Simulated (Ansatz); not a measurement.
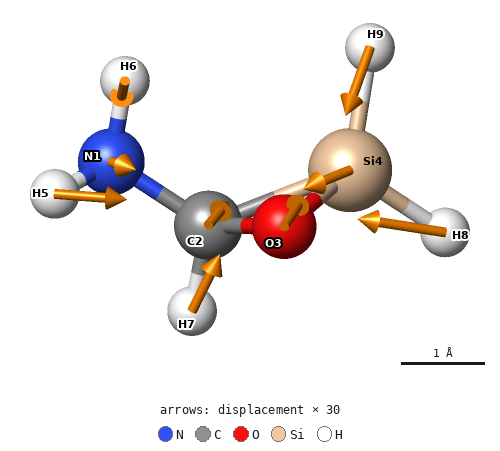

This is a relaxation of CH5NOSi. The starting structure is drawn; orange arrows show the displacements, 30 times their true length. The two geometries are superimposed by the best rigid fit.

A ball-and-stick model, seen at a tilt.

The start comes from PBE-D4/def2-SVP.

Method: RKS PBE0-D4/def2-TZVP (Ansatz 0.2.0). Settings: force threshold 0.005 eV/Å; at most 150 steps.

Question: Describe the change and its energy.

Answer: The energy falls by 6.62 kJ/mol in 6 geometry steps. The largest force component goes from 1.2 to 0.005 eV/Å. H8 moves most after the best rigid fit: 0.038 Å. Largest moves by element: H 0.038 Å, O 0.029 Å, Si 0.025 Å, C 0.021 Å, N 0.015 Å. Among the contacts that change: O3–Si4 1.705 → 1.654 Å, C2–Si4 1.845 → 1.812 Å, C2–H7 1.108 → 1.088 Å, Si4–H8 1.499 → 1.481 Å.
